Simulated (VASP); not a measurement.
Band structure of GaN (wurtzite). Calculation: revTPSS meta-GGA, VASP's PBE PAW potentials (set 64) (plane waves; VASP).

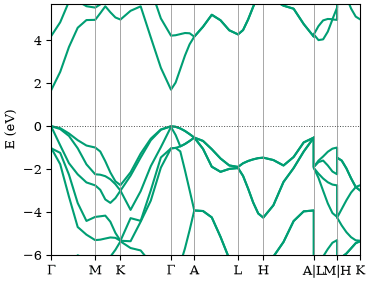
Figure. Bands along high-symmetry lines, zero at the valence-band maximum or, without a gap, the Fermi level

**Question.** Read the plot: is there a gap, and where are the band edges?

**Answer.** The gap is direct, 1.70 eV, from the valence maximum at Γ to the conduction minimum at Γ.

Measured: gap 3.68 eV (computed value off by -1.98 eV), as given by Wei Chen et al., Physical Review Materials (2018), doi:10.1103/physrevmaterials.2.073803 [zero-point renormalisation of 0.17 eV added back (the table's ZPR column)].

The compound is GaN in the wurtzite structure. It was relaxed first.
